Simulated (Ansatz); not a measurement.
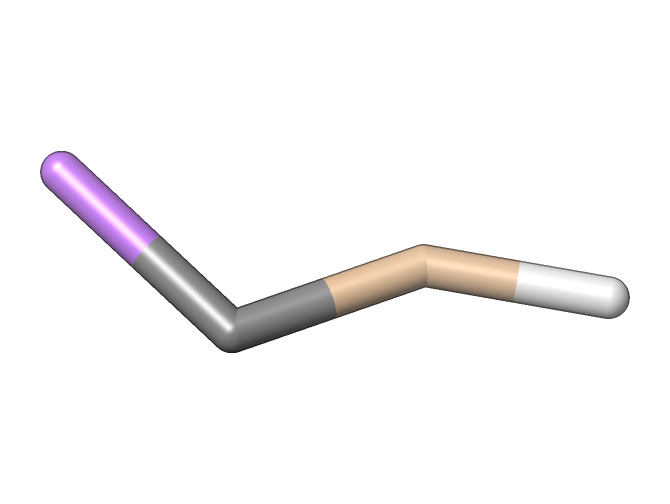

Rendered structure (stick style). Colours: lithium purple, carbon grey, silicon light orange, hydrogen white.

The computed structure is the end point of a PBE0-D4/def2-TZVP optimisation. No frequency run is at hand to confirm it as a minimum.

Identify the structure.

It has 4 atoms: 1 carbon, 1 hydrogen, 1 lithium and 1 silicon (CHLiSi). SMILES: `[Li][C]#[SiH]`. Among its groups: Si–H bond. The point group is Cs. All atoms lie on one plane. Coordination: 1 C bent; 1 Si bent.

More results for the same structure follow; atom numbers are the same in all pictures, views and colours differ.

## Shape

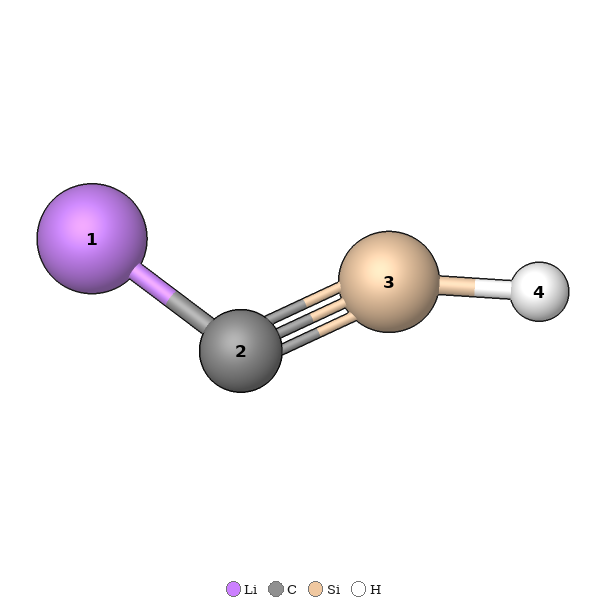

Atoms carry their numbers in the input. No frequency run is at hand to confirm it as a minimum.

List the bonds and their lengths.

```csv
bond,length (Å)
Li1–C2,1.893
C2–Si3,1.663
Si3–H4,1.495
```

## Electronic properties

No frequency run is at hand to confirm it as a minimum. Level of theory: RKS PBE0-D4/def2-TZVPP (Ansatz 0.2.0).

Predict the main results.

- HOMO energy (Kohn–Sham orbital): −5.54 eV
- LUMO energy (Kohn–Sham orbital): −1.48 eV
- HOMO–LUMO gap: 4.07 eV

## Charges

The questions are on Mulliken charges. No frequency run is at hand to confirm it as a minimum. Level of theory: RKS PBE0-D4/def2-TZVP (Ansatz 0.2.0).

Give the Mulliken charges atom by atom.

```json
{"atom": "Li1", "value (e)": "0.70"}
{"atom": "C2", "value (e)": "−0.63"}
{"atom": "Si3", "value (e)": "−0.08"}
{"atom": "H4", "value (e)": "0.02"}
```

## Dipole moment

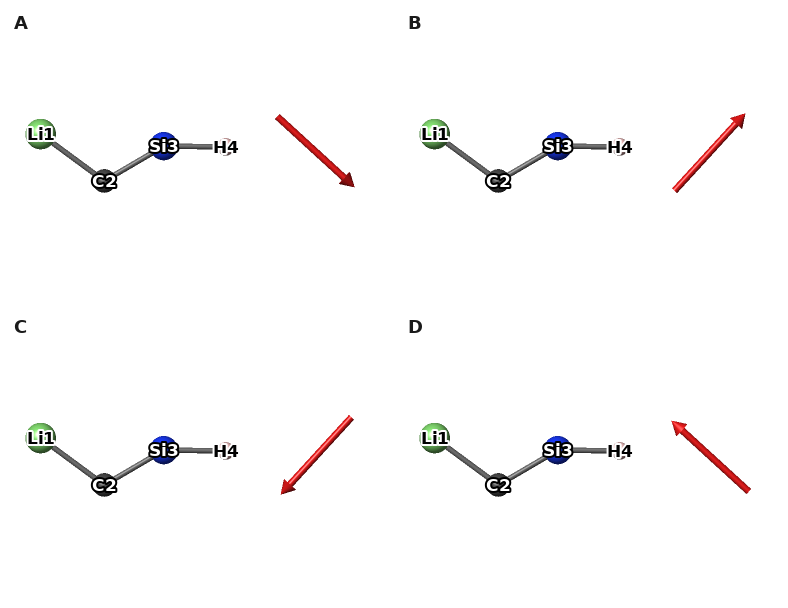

The same molecule four times, each with an arrow. No frequency run is at hand to confirm it as a minimum. Level of theory: RKS PBE0-D4/def2-TZVP (Ansatz 0.2.0).

**Which arrow points along the dipole moment, from the negative to the positive end?**

D. The dipole moment is 5.08 D; it points from the side of H4 to the side of Li1 (the outermost atoms at the two ends).

Mulliken values depend strongly on the basis set and can even reverse the polarity of a bond.
